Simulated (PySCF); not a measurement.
# C₂H₉NOSi: NMR shifts at several levels of theory

Aim: compute the NMR shifts of C₂H₉NOSi (`CN[SiH2]OC`) at several levels, and see how far they spread and what each costs.

Computed with PySCF 2.14.0, with density-fitted response routines of our own, on a single molecule in the gas phase. Atoms count from 0, in the outputs and in this text.

## Step 1: The molecule as given

14 atoms, charge 0, multiplicity 1; geometry from: PBE0-D3(BJ)/def2-SVP.

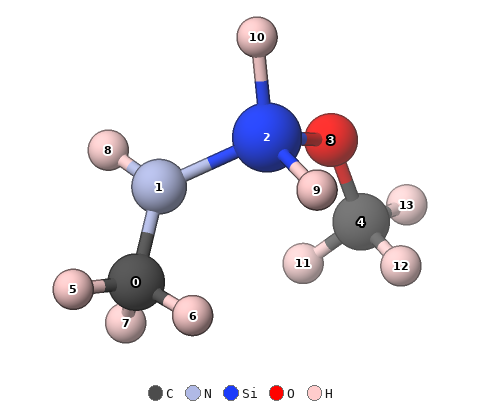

As it starts; carbon dark grey, nitrogen light blue, silicon blue, oxygen red, hydrogen pink, atoms numbered; sticks join atoms by distance.

## Step 2: Nuclear shieldings: PBE0/6-31G*

What the job is given:

```
{"job": {"kind": "nmr", "xc": "PBE0", "basis": "6-31G*", "pop": true}, "charge": 0, "multiplicity": 1}
C      1.876595     0.125722    -0.686097
N      1.236081    -0.518537     0.434108
Si    -0.136666     0.054576     1.297655
O     -1.631935    -0.400537     0.709777
C     -2.107947    -0.025959    -0.549096
H      2.976830     0.113177    -0.595955
H      1.573651     1.183811    -0.727892
H      1.618720    -0.323482    -1.664089
H      1.518285    -1.482764     0.572652
H     -0.047257     1.548122     1.250712
H     -0.117933    -0.515126     2.668880
H     -1.510817    -0.467750    -1.368993
H     -2.109436     1.072735    -0.687638
H     -3.145002    -0.378840    -0.662248
```

Level: GIAO PBE0/6-31G* NMR shielding, non-relativistic, gas phase.

Command:

```sh
$ OMP_NUM_THREADS=1 python probes_run.py task.json out
```

This one command runs all jobs of the session in turn.

Log:

```text
coarse grid: 11528 points
cycle   1  E = -500.7025086396  dE =  3.325e-01  |g| = 6.774e-01  |ddm| = 3.164e+00
cycle   2  E = -500.5754795814  dE =  1.270e-01  |g| = 1.050e+00  |ddm| = 1.503e+00
cycle   3  E = -500.7941945625  dE = -2.187e-01  |g| = 8.297e-02  |ddm| = 9.928e-01
cycle   4  E = -500.7951299374  dE = -9.354e-04  |g| = 4.869e-02  |ddm| = 9.862e-02
cycle   5  E = -500.7956452838  dE = -5.153e-04  |g| = 7.829e-03  |ddm| = 4.390e-02
cycle   6  E = -500.7956582208  dE = -1.294e-05  |g| = 2.297e-03  |ddm| = 7.759e-03
cycle   7  E = -500.7956594353  dE = -1.215e-06  |g| = 2.753e-04  |ddm| = 1.772e-03
final grid: 104896 points
cycle   8  E = -500.7430592614  dE = -1.184e-05  |g| = 8.958e-03  |ddm| = 1.525e-02
cycle   9  E = -500.7430432055  dE =  1.606e-05  |g| = 1.267e-02  |ddm| = 1.604e-02
cycle  10  E = -500.7430771495  dE = -3.394e-05  |g| = 1.311e-03  |ddm| = 9.703e-03
cycle  11  E = -500.7430775334  dE = -3.839e-07  |g| = 1.166e-04  |ddm| = 1.146e-03
cycle  12  E = -500.7430775362  dE = -2.802e-09  |g| = 4.593e-05  |ddm| = 1.435e-04
cycle  13  E = -500.7430775366  dE = -3.715e-10  |g| = 2.334e-05  |ddm| = 4.989e-05
converged SCF energy = -500.7430775366

GIAO shielding tensors (ppm)
atom      isotropic    diamagn.    paramagn.     s11        s22        s33       span
  0 C      161.763     244.134     -82.371    139.776    152.352    193.161     53.385
  1 N      229.007     319.473     -90.466    198.725    227.398    260.899     62.174
  2 Si     424.482     881.051    -456.569    400.397    432.701    440.349     39.952
  3 O      289.324     389.190     -99.866    206.772    313.272    347.928    141.156
  4 C      144.143     244.856    -100.713    119.224    123.995    189.209     69.985
  5 H       29.316      28.260       1.057     24.439     27.357     36.154     11.715
  6 H       29.352      29.890      -0.538     25.845     28.303     33.907      8.061
  7 H       29.250      29.390      -0.140     24.453     27.713     35.584     11.131
  8 H       31.608      30.349       1.259     23.579     30.038     41.206     17.628
  9 H       27.051      30.644      -3.594     23.429     26.084     31.640      8.212
 10 H       27.175      29.444      -2.269     23.018     25.669     32.838      9.820
 11 H       28.427      30.140      -1.712     24.185     27.399     33.698      9.513
 12 H       28.510      29.453      -0.943     25.273     26.385     33.872      8.599
 13 H       28.368      28.452      -0.084     24.318     26.501     34.286      9.967
```

It took 8.2 s on 1 thread of Arm Neoverse V1, shared host; peak memory 0.54 GiB.

Shifts follow as δ = σ(reference) − σ, with reference shieldings (ppm) from runs at the same level and on the same kind of geometry: 1H TMS 31.96, 13C TMS 194.1, 29Si TMS 418.1, 15N NH3 259.4, 17O H2O 324.2. The references are single molecules in the gas phase, so shifts against H2O, NH3, PH3, H3PO4 or CFCl3 are not on the usual liquid scales and can be off by tens of ppm. Atoms listed in one row are averaged.

```tsv
atoms	environment	σ (ppm)	δ (ppm)
C4	methyl carbon bonded to O	144.1	50.0
C0	methyl carbon bonded to N	161.8	32.4
H9, H10	hydrogen on a silicon bonded to N, O	27.11	4.85
H11, H12, H13	hydrogen on a methyl carbon bonded to O	28.44	3.53
H5, H6, H7	hydrogen on a methyl carbon bonded to N	29.31	2.66
H8	hydrogen on a nitrogen bonded to C, Si	31.61	0.36
N1	nitrogen bonded to C, Si, H	229.0	30.4
Si2	silicon bonded to N, O, 2 H	424.5	-6.4
O3	oxygen bonded to C, Si	289.3	34.9
```

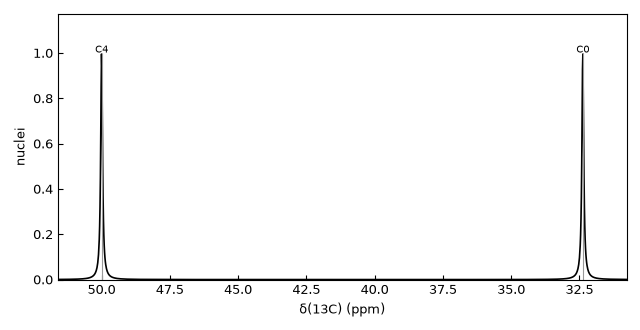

13C lines at the computed shifts, without couplings. Lines are broadened to a width of 0.08 ppm (Lorentzian).

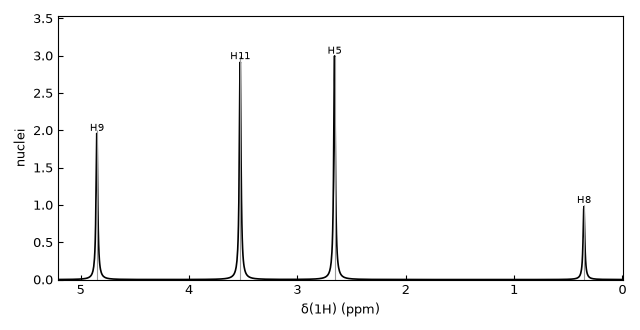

1H lines at the computed shifts, without couplings. Lines are broadened to a width of 0.02 ppm (Lorentzian).

The run also stored atomic charges by several schemes (e):

```tsv
atoms	Mulliken	IAO	Hirshfeld	ESP fit
C0	-0.36	-0.29	-0.05	-0.16
N1	-0.73	-0.67	-0.24	-0.55
Si2	0.75	1.04	0.37	0.41
O3	-0.56	-0.63	-0.25	-0.32
C4	-0.26	-0.19	-0.02	-0.14
```

IAO charges:

C0 -0.29; N1 -0.67; Si2 1.04; O3 -0.63; C4 -0.19; H5 0.13; H6 0.14; H7 0.12; H8 0.26; H9 -0.16; H10 -0.13; H11 0.12; H12 0.12; H13 0.15

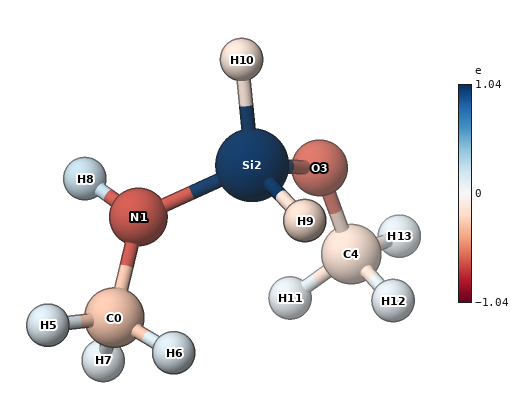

IAO charges, as colours on the atoms.

Mayer bond orders: C0–N1 0.97, N1–Si2 1.08, Si2–O3 0.98, O3–C4 0.93.

## Step 3: Nuclear shieldings: PBE0/6-311+G(2d,p)

The job, as its differences from that of step 2:

```diff
@@ -1,2 +1,2 @@
-{"job": {"kind": "nmr", "xc": "PBE0", "basis": "6-31G*", "pop": true}, "charge": 0, "multiplicity": 1}
+{"job": {"kind": "nmr", "xc": "PBE0", "basis": "6-311+G(2d,p)", "pop": true}, "charge": 0, "multiplicity": 1}
 C      1.876595     0.125722    -0.686097
```

Method: GIAO PBE0/6-311+G(2d,p) NMR shielding, non-relativistic, gas phase.

Log:

```text
coarse grid: 11528 points
cycle   1  E = -500.7529639821  dE =  3.185e-01  |g| = 7.140e-01  |ddm| = 2.760e+00
cycle   2  E = -500.5948644637  dE =  1.581e-01  |g| = 1.156e+00  |ddm| = 1.286e+00
cycle   3  E = -500.8461101038  dE = -2.512e-01  |g| = 9.959e-02  |ddm| = 8.911e-01
cycle   4  E = -500.8472912310  dE = -1.181e-03  |g| = 5.864e-02  |ddm| = 9.764e-02
cycle   5  E = -500.8479823778  dE = -6.911e-04  |g| = 1.132e-02  |ddm| = 4.424e-02
cycle   6  E = -500.8480067431  dE = -2.437e-05  |g| = 2.823e-03  |ddm| = 8.804e-03
cycle   7  E = -500.8480084222  dE = -1.679e-06  |g| = 4.873e-04  |ddm| = 1.853e-03
final grid: 104896 points
cycle   8  E = -500.8484103755  dE = -3.746e-05  |g| = 9.999e-03  |ddm| = 3.125e-02
cycle   9  E = -500.8483893238  dE =  2.105e-05  |g| = 1.448e-02  |ddm| = 1.315e-02
cycle  10  E = -500.8484292256  dE = -3.990e-05  |g| = 1.631e-03  |ddm| = 8.601e-03
cycle  11  E = -500.8484297664  dE = -5.408e-07  |g| = 2.272e-04  |ddm| = 1.119e-03
cycle  12  E = -500.8484297781  dE = -1.168e-08  |g| = 5.469e-05  |ddm| = 2.105e-04
cycle  13  E = -500.8484297786  dE = -5.234e-10  |g| = 2.612e-05  |ddm| = 5.754e-05
converged SCF energy = -500.8484297786

GIAO shielding tensors (ppm)
atom      isotropic    diamagn.    paramagn.     s11        s22        s33       span
  0 C      153.983     245.313     -91.330    130.567    143.230    188.152     57.585
  1 N      219.530     317.991     -98.461    185.693    219.547    253.349     67.656
  2 Si     368.842     877.119    -508.277    335.681    382.445    388.399     52.717
  3 O      279.883     383.147    -103.264    195.166    305.299    339.183    144.017
  4 C      135.419     244.581    -109.162    108.566    112.063    185.627     77.061
  5 H       28.715      29.247      -0.532     23.782     26.730     35.634     11.852
  6 H       28.764      30.539      -1.775     25.519     27.585     33.187      7.667
  7 H       28.597      30.562      -1.965     23.712     26.905     35.174     11.462
  8 H       30.834      32.238      -1.404     23.461     29.715     39.324     15.863
  9 H       26.589      29.258      -2.669     23.197     25.697     30.873      7.676
 10 H       26.724      28.605      -1.881     22.745     25.355     32.073      9.328
 11 H       27.863      30.480      -2.617     23.832     26.624     33.132      9.300
 12 H       28.026      29.766      -1.740     24.909     25.721     33.447      8.538
 13 H       27.938      29.452      -1.514     24.065     25.904     33.843      9.778
```

Run time: 22 s. Hardware: 1 thread of Arm Neoverse V1, shared host; peak memory 0.99 GiB.

Key values: δ C4 51.0, C0 32.5, N1 42.4, Si2 -24.4, H9 4.85, H11 3.57 ppm (means over like atoms).

## Step 4: Shielding tensors: PBE0/def2-SVP

The job, as its differences from that of step 3:

```diff
@@ -1,2 +1,2 @@
-{"job": {"kind": "nmr", "xc": "PBE0", "basis": "6-311+G(2d,p)", "pop": true}, "charge": 0, "multiplicity": 1}
+{"job": {"kind": "nmr", "xc": "PBE0", "basis": "def2-SVP", "pop": true}, "charge": 0, "multiplicity": 1}
 C      1.876595     0.125722    -0.686097
```

Method: GIAO PBE0/def2-SVP NMR shielding, non-relativistic, gas phase.

Log:

```text
coarse grid: 11528 points
cycle   1  E = -500.3674857150  dE =  3.023e-01  |g| = 6.652e-01  |ddm| = 3.485e+00
cycle   2  E = -500.2473118641  dE =  1.202e-01  |g| = 1.027e+00  |ddm| = 1.521e+00
cycle   3  E = -500.4547087814  dE = -2.074e-01  |g| = 8.048e-02  |ddm| = 1.003e+00
cycle   4  E = -500.4555451620  dE = -8.364e-04  |g| = 4.882e-02  |ddm| = 9.833e-02
cycle   5  E = -500.4560612983  dE = -5.161e-04  |g| = 7.166e-03  |ddm| = 4.465e-02
cycle   6  E = -500.4560721342  dE = -1.084e-05  |g| = 1.999e-03  |ddm| = 7.289e-03
cycle   7  E = -500.4560730546  dE = -9.203e-07  |g| = 3.048e-04  |ddm| = 1.702e-03
final grid: 104896 points
cycle   8  E = -500.5218356482  dE = -1.255e-05  |g| = 9.117e-03  |ddm| = 1.840e-02
cycle   9  E = -500.5218180032  dE =  1.765e-05  |g| = 1.311e-02  |ddm| = 1.656e-02
cycle  10  E = -500.5218534382  dE = -3.544e-05  |g| = 1.274e-03  |ddm| = 1.023e-02
cycle  11  E = -500.5218538077  dE = -3.695e-07  |g| = 1.079e-04  |ddm| = 1.177e-03
cycle  12  E = -500.5218538103  dE = -2.591e-09  |g| = 3.556e-05  |ddm| = 1.402e-04
cycle  13  E = -500.5218538106  dE = -2.422e-10  |g| = 1.780e-05  |ddm| = 4.548e-05
converged SCF energy = -500.5218538106

GIAO shielding tensors (ppm)
atom      isotropic    diamagn.    paramagn.     s11        s22        s33       span
  0 C      162.466     242.787     -80.321    140.971    152.553    193.875     52.904
  1 N      233.496     317.303     -83.807    206.096    228.830    265.563     59.467
  2 Si     441.498     881.955    -440.457    411.650    453.366    459.478     47.829
  3 O      295.184     394.040     -98.856    212.336    319.483    353.733    141.397
  4 C      144.518     243.030     -98.512    119.406    123.722    190.427     71.021
  5 H       28.790      27.520       1.270     23.858     26.667     35.846     11.988
  6 H       28.918      31.094      -2.176     25.499     27.735     33.521      8.022
  7 H       28.720      30.311      -1.591     23.816     27.033     35.310     11.494
  8 H       30.978      31.967      -0.989     22.650     29.445     40.839     18.188
  9 H       26.765      31.523      -4.759     23.079     25.864     31.352      8.272
 10 H       26.850      29.767      -2.917     22.649     25.367     32.535      9.886
 11 H       27.990      31.741      -3.751     23.756     26.788     33.426      9.669
 12 H       28.077      30.376      -2.299     24.841     25.848     33.544      8.703
 13 H       27.841      27.856      -0.016     23.739     25.764     34.019     10.279
```

It took 10 s on 1 thread of Arm Neoverse V1, shared host; peak memory 0.63 GiB.

In short: δ C4 49.2, C0 31.3, N1 36.3, Si2 -34.3, H9 4.53, H11 3.37 ppm (means over like atoms).

## Step 5: Nuclear shieldings: PBE0/def2-TZVP

The job, as its differences from that of step 4:

```diff
@@ -1,2 +1,2 @@
-{"job": {"kind": "nmr", "xc": "PBE0", "basis": "def2-SVP", "pop": true}, "charge": 0, "multiplicity": 1}
+{"job": {"kind": "nmr", "xc": "PBE0", "basis": "def2-TZVP", "pop": true}, "charge": 0, "multiplicity": 1}
 C      1.876595     0.125722    -0.686097
```

Level: GIAO PBE0/def2-TZVP NMR shielding, non-relativistic, gas phase.

Log:

```text
coarse grid: 11528 points
cycle   1  E = -500.7839853396  dE =  3.123e-01  |g| = 7.170e-01  |ddm| = 2.541e+00
cycle   2  E = -500.6308012258  dE =  1.532e-01  |g| = 1.151e+00  |ddm| = 1.300e+00
cycle   3  E = -500.8783978122  dE = -2.476e-01  |g| = 9.578e-02  |ddm| = 9.121e-01
cycle   4  E = -500.8794821065  dE = -1.084e-03  |g| = 5.799e-02  |ddm| = 8.530e-02
cycle   5  E = -500.8801580535  dE = -6.759e-04  |g| = 1.060e-02  |ddm| = 3.954e-02
cycle   6  E = -500.8801799109  dE = -2.186e-05  |g| = 2.692e-03  |ddm| = 7.297e-03
cycle   7  E = -500.8801814206  dE = -1.510e-06  |g| = 4.833e-04  |ddm| = 1.616e-03
final grid: 104896 points
cycle   8  E = -500.8711308400  dE = -4.078e-05  |g| = 9.693e-03  |ddm| = 3.345e-02
cycle   9  E = -500.8711118982  dE =  1.894e-05  |g| = 1.386e-02  |ddm| = 1.209e-02
cycle  10  E = -500.8711489649  dE = -3.707e-05  |g| = 1.537e-03  |ddm| = 7.654e-03
cycle  11  E = -500.8711494401  dE = -4.752e-07  |g| = 2.169e-04  |ddm| = 1.035e-03
cycle  12  E = -500.8711494503  dE = -1.028e-08  |g| = 6.075e-05  |ddm| = 1.836e-04
cycle  13  E = -500.8711494510  dE = -6.339e-10  |g| = 2.898e-05  |ddm| = 4.994e-05
converged SCF energy = -500.8711494510

GIAO shielding tensors (ppm)
atom      isotropic    diamagn.    paramagn.     s11        s22        s33       span
  0 C      153.361     243.207     -89.846    129.584    143.083    187.417     57.833
  1 N      220.980     312.083     -91.103    187.108    219.298    256.534     69.425
  2 Si     358.888     877.832    -518.944    324.186    373.312    379.167     54.981
  3 O      280.189     384.844    -104.655    192.672    307.097    340.798    148.126
  4 C      134.830     244.956    -110.126    107.821    111.468    185.200     77.379
  5 H       28.695      28.294       0.401     23.809     26.714     35.562     11.753
  6 H       28.758      30.352      -1.595     25.614     27.542     33.116      7.502
  7 H       28.626      29.852      -1.226     23.836     26.964     35.078     11.242
  8 H       30.821      31.255      -0.434     23.479     29.609     39.375     15.896
  9 H       26.557      30.978      -4.422     23.176     25.722     30.772      7.596
 10 H       26.672      29.450      -2.779     22.719     25.348     31.949      9.230
 11 H       27.910      30.952      -3.042     24.024     26.626     33.081      9.057
 12 H       28.055      30.196      -2.140     25.069     25.709     33.388      8.319
 13 H       27.911      28.587      -0.676     24.054     25.891     33.788      9.735
```

Wall time 25 s (1 thread of Arm Neoverse V1, shared host); peak memory 0.95 GiB.

This run: δ C4 51.8, C0 33.3, N1 45.0, Si2 -27.3, H9 4.87, H11 3.52 ppm (means over like atoms).

## Step 6: Shielding tensors: PBE0/cc-pVDZ

The job, as its differences from that of step 5:

```diff
@@ -1,2 +1,2 @@
-{"job": {"kind": "nmr", "xc": "PBE0", "basis": "def2-TZVP", "pop": true}, "charge": 0, "multiplicity": 1}
+{"job": {"kind": "nmr", "xc": "PBE0", "basis": "cc-pVDZ", "pop": true}, "charge": 0, "multiplicity": 1}
 C      1.876595     0.125722    -0.686097
```

Level: GIAO PBE0/cc-pVDZ NMR shielding, non-relativistic, gas phase.

Log:

```text
coarse grid: 11528 points
cycle   1  E = -500.6669983748  dE =  3.794e-01  |g| = 6.754e-01  |ddm| = 6.357e+00
cycle   2  E = -500.5371263137  dE =  1.299e-01  |g| = 1.056e+00  |ddm| = 2.266e+00
cycle   3  E = -500.7568428207  dE = -2.197e-01  |g| = 8.533e-02  |ddm| = 1.361e+00
cycle   4  E = -500.7578224002  dE = -9.796e-04  |g| = 5.069e-02  |ddm| = 1.699e-01
cycle   5  E = -500.7583785017  dE = -5.561e-04  |g| = 7.553e-03  |ddm| = 7.410e-02
cycle   6  E = -500.7583907455  dE = -1.224e-05  |g| = 2.218e-03  |ddm| = 1.282e-02
cycle   7  E = -500.7583918782  dE = -1.133e-06  |g| = 3.116e-04  |ddm| = 3.770e-03
final grid: 104896 points
cycle   8  E = -500.7678311393  dE = -1.070e-05  |g| = 9.014e-03  |ddm| = 4.385e-02
cycle   9  E = -500.7678151261  dE =  1.601e-05  |g| = 1.267e-02  |ddm| = 2.986e-02
cycle  10  E = -500.7678491134  dE = -3.399e-05  |g| = 1.397e-03  |ddm| = 1.713e-02
cycle  11  E = -500.7678495490  dE = -4.356e-07  |g| = 1.291e-04  |ddm| = 2.158e-03
cycle  12  E = -500.7678495526  dE = -3.659e-09  |g| = 4.646e-05  |ddm| = 3.034e-04
cycle  13  E = -500.7678495530  dE = -4.018e-10  |g| = 2.246e-05  |ddm| = 1.094e-04
converged SCF energy = -500.7678495530

GIAO shielding tensors (ppm)
atom      isotropic    diamagn.    paramagn.     s11        s22        s33       span
  0 C      163.918     243.991     -80.072    142.225    152.840    196.691     54.466
  1 N      233.004     311.019     -78.015    207.550    229.433    262.028     54.478
  2 Si     442.299     884.259    -441.960    414.411    452.546    459.939     45.528
  3 O      293.668     390.789     -97.121    215.430    315.250    350.323    134.892
  4 C      146.659     244.003     -97.343    121.095    124.967    193.916     72.820
  5 H       28.603      27.344       1.259     23.710     26.480     35.619     11.909
  6 H       28.725      31.126      -2.400     25.304     27.534     33.337      8.034
  7 H       28.506      30.299      -1.793     23.608     26.788     35.121     11.513
  8 H       30.929      31.550      -0.621     22.861     29.550     40.377     17.516
  9 H       26.795      31.767      -4.972     23.138     25.750     31.497      8.359
 10 H       26.843      30.174      -3.331     22.626     25.240     32.663     10.037
 11 H       27.759      31.718      -3.960     23.483     26.462     33.330      9.847
 12 H       27.917      30.458      -2.541     24.666     25.589     33.494      8.828
 13 H       27.711      27.890      -0.179     23.659     25.602     33.872     10.214
```

Wall time 11 s (1 thread of Arm Neoverse V1, shared host); peak memory 0.67 GiB.

In short: δ C4 50.1, C0 32.8, N1 40.1, Si2 -23.7, H9 4.47, H11 3.49 ppm (means over like atoms).

## Step 7: NMR shieldings: PBE0/cc-pVTZ

The job, as its differences from that of step 6:

```diff
@@ -1,2 +1,2 @@
-{"job": {"kind": "nmr", "xc": "PBE0", "basis": "cc-pVDZ", "pop": true}, "charge": 0, "multiplicity": 1}
+{"job": {"kind": "nmr", "xc": "PBE0", "basis": "cc-pVTZ", "pop": true}, "charge": 0, "multiplicity": 1}
 C      1.876595     0.125722    -0.686097
```

With the program's defaults for keys left out, this is: GIAO PBE0/cc-pVTZ NMR shielding, non-relativistic, gas phase.

Log:

```text
coarse grid: 11528 points
cycle   1  E = -500.7718440263  dE =  3.180e-01  |g| = 7.190e-01  |ddm| = 6.880e+00
cycle   2  E = -500.6216896608  dE =  1.502e-01  |g| = 1.149e+00  |ddm| = 2.214e+00
cycle   3  E = -500.8666436590  dE = -2.450e-01  |g| = 9.564e-02  |ddm| = 1.386e+00
cycle   4  E = -500.8677370771  dE = -1.093e-03  |g| = 5.804e-02  |ddm| = 1.762e-01
cycle   5  E = -500.8684093107  dE = -6.722e-04  |g| = 1.010e-02  |ddm| = 8.005e-02
cycle   6  E = -500.8684289691  dE = -1.966e-05  |g| = 2.766e-03  |ddm| = 1.503e-02
cycle   7  E = -500.8684305494  dE = -1.580e-06  |g| = 4.962e-04  |ddm| = 4.399e-03
final grid: 104896 points
cycle   8  E = -500.8641693394  dE = -5.395e-05  |g| = 1.021e-02  |ddm| = 8.069e-02
cycle   9  E = -500.8641484934  dE =  2.085e-05  |g| = 1.464e-02  |ddm| = 3.132e-02
cycle  10  E = -500.8641892486  dE = -4.076e-05  |g| = 1.594e-03  |ddm| = 1.789e-02
cycle  11  E = -500.8641897592  dE = -5.106e-07  |g| = 2.190e-04  |ddm| = 2.319e-03
cycle  12  E = -500.8641897697  dE = -1.049e-08  |g| = 6.157e-05  |ddm| = 3.701e-04
cycle  13  E = -500.8641897704  dE = -6.797e-10  |g| = 2.859e-05  |ddm| = 1.030e-04
converged SCF energy = -500.8641897704

GIAO shielding tensors (ppm)
atom      isotropic    diamagn.    paramagn.     s11        s22        s33       span
  0 C      154.238     240.937     -86.699    131.017    143.663    188.033     57.016
  1 N      223.869     305.449     -81.580    193.751    221.596    256.261     62.510
  2 Si     376.720     887.156    -510.436    340.137    390.626    399.397     59.260
  3 O      284.849     384.538     -99.689    199.191    310.658    344.697    145.505
  4 C      135.709     242.186    -106.477    109.281    112.654    185.191     75.909
  5 H       28.512      28.363       0.149     23.580     26.440     35.516     11.935
  6 H       28.554      30.291      -1.738     25.338     27.335     32.988      7.649
  7 H       28.428      29.965      -1.537     23.569     26.720     34.995     11.426
  8 H       30.576      30.698      -0.122     22.987     29.153     39.589     16.603
  9 H       26.567      31.268      -4.702     23.032     25.717     30.951      7.919
 10 H       26.688      29.448      -2.761     22.648     25.337     32.078      9.429
 11 H       27.704      31.022      -3.318     23.701     26.429     32.982      9.281
 12 H       27.857      30.297      -2.440     24.813     25.486     33.273      8.460
 13 H       27.719      28.778      -1.059     23.785     25.652     33.719      9.934
```

Run time: 37 s. Hardware: 1 thread of Arm Neoverse V1, shared host; peak memory 1.1 GiB.

Key values: δ C4 51.6, C0 33.1, N1 42.9, Si2 -16.7, H9 4.66, H11 3.53 ppm (means over like atoms).

[end of part 1 of 2]
